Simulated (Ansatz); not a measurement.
C₃H₇NSi (SMILES NC1=C[SiH2]C1)

The calculation's input:

```
crystal:
  periodic: [false, false, false]
  atoms:
    - { symbol: "N", position_ang: [-1.7934, -0.6559, -0.5183] }
    - { symbol: C, position_ang: [-0.6899, -0.2409, -0.0623] }
    - { symbol: C, position_ang: [-0.1794, -0.1232, 1.1649] }
    - { symbol: Si, position_ang: [1.5943, 0.4944, 0.6651] }
    - { symbol: C, position_ang: [0.5492, 0.233, -0.9272] }
    - { symbol: H, position_ang: [-2.0708, -0.6156, -1.5216] }
    - { symbol: H, position_ang: [-2.5831, -0.9105, 0.068] }
    - { symbol: H, position_ang: [-0.5302, -0.3125, 2.1522] }
    - { symbol: H, position_ang: [1.7905, 1.9098, 1.1014] }
    - { symbol: H, position_ang: [2.6158, -0.4906, 0.9408] }
    - { symbol: H, position_ang: [0.9622, -0.5113, -1.5621] }
    - { symbol: H, position_ang: [0.4118, 1.1681, -1.4668] }
basis:
  gaussian: { orbitals: "6-31G" }
hamiltonian:
  xc: b3lyp
relax:
  f_tol: 0.015
  max_steps: 40
output:
  orbitals: {}
```

Launched as:

```sh
ansatz run input.yaml --threads 1 --pin off --max-ram 2048MiB --backend cpu --events-out ev --progress --plain --runs-dir out
```

The fields are those of the relaxed geometry.

The calculation used Ansatz 0.2.0, RKS B3LYP/6-31G.

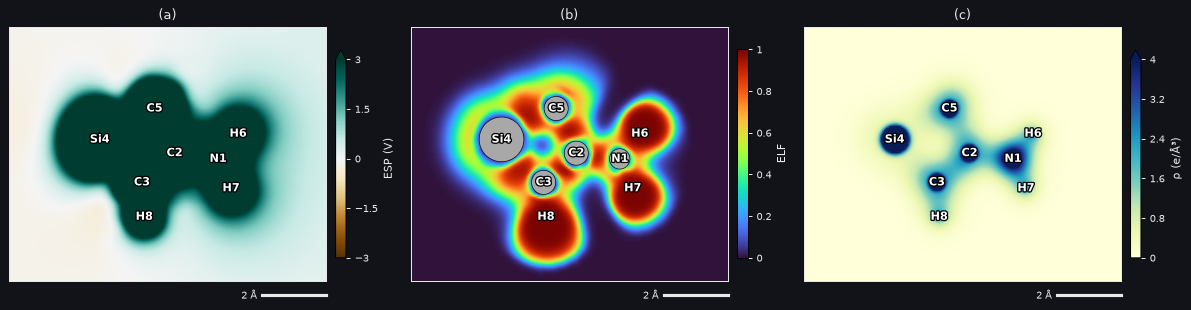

Figure 1. (a) electrostatic potential; (b) electron localisation function; (c) total electron density on the plane of atoms Si4, C3 and H8. Grey discs cover the atomic cores in the ELF map.

Q: Describe what can be read from this map.

A: The plane passes through N, C, Si and H nuclei.
C–C (1.37 Å): the density is about 2.1 e/Å³ at the midpoint; the ELF peaks at about 0.95 between the atoms; localised, covalent bonding.
C–N (1.37 Å): the density is about 2.1 e/Å³ at the midpoint; the ELF peaks at about 0.90 between the atoms, as expected for localised, covalent bonding.
C–Si (1.88 Å): ρ at the midpoint is about 0.79 e/Å³; the ELF peaks at about 0.90 between the atoms: a shared electron pair.
N–H (1.01 Å): ρ is about 2.8 e/Å³ halfway; the ELF climbs to about 1 towards the hydrogen, as it does in any bond to H; a covalent bond by its length.
C–C (1.53 Å): the density is about 1.5 e/Å³ at the midpoint; the ELF peaks at about 0.95 between the atoms (localised, covalent bonding).
The potential has no marked negative region in this plane.

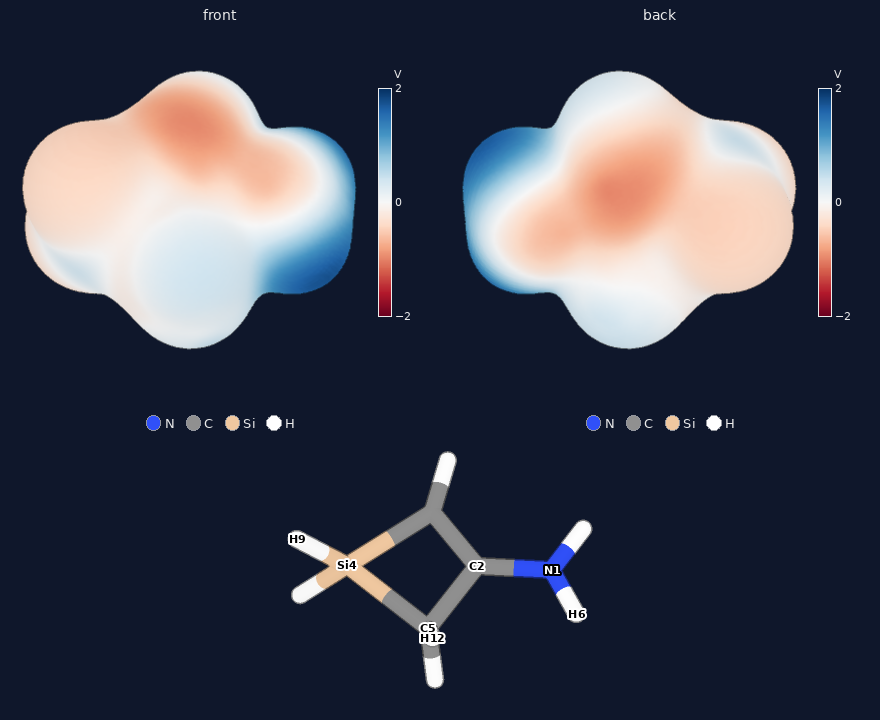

Figure 2. The electrostatic potential painted on the density surface at 0.001 e/bohr³, seen from the front and from behind; the colour scale runs from red (negative) to blue (positive). The bare structure is drawn below in the same view.

Q: Where is the surface potential most negative and most positive?

A: The most negative region (about −0.9 V) lies over the π face of C3, the most positive (about +1.7 V) over H6.

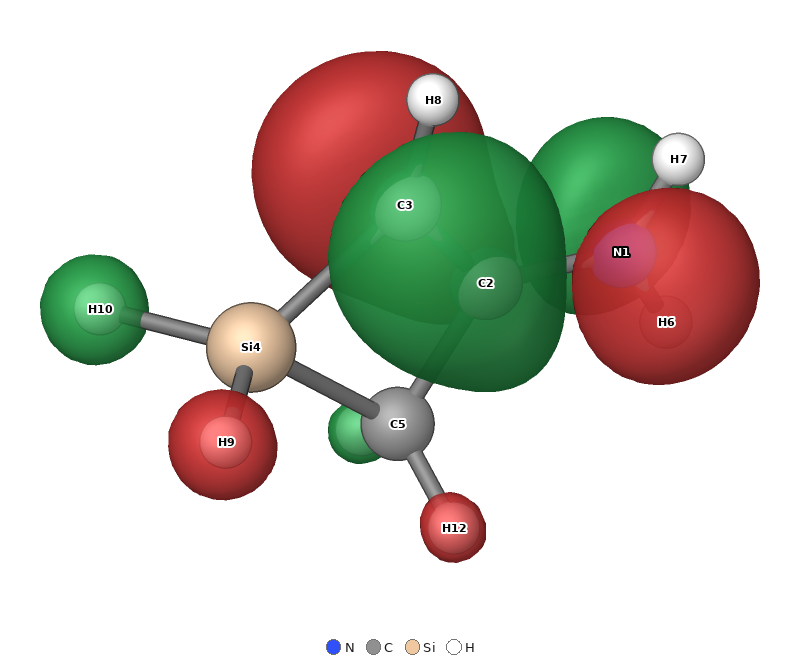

Figure 3. The HOMO at ±0.1 Å⁻³ᐟ² (green and red are the two phases), seen at an oblique angle.

Q: What is the character of this orbital?

A: It lies mainly on C3 (about 40 %), N1 (about 25 %) and C2 (about 15 %). Its energy is −5.38 eV.

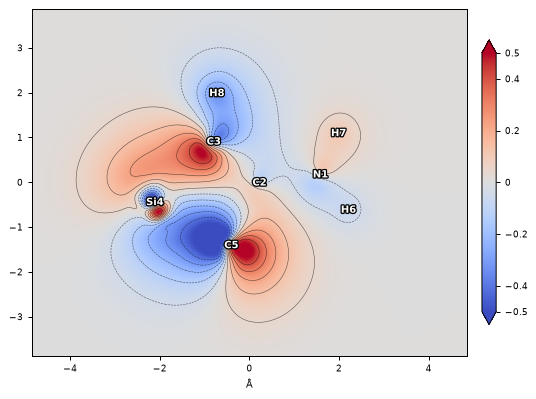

Figure 4. The HOMO−1 on the plane of atoms H6, N1 and H7 (values in Å⁻³ᐟ²; the overall sign is arbitrary).

Q: Describe this orbital and give its energy.

A: By Hirshfeld shares it lies mainly on C5 (about 35 %), Si4 (about 30 %) and C3 (about 15 %). Its energy is −7.75 eV.
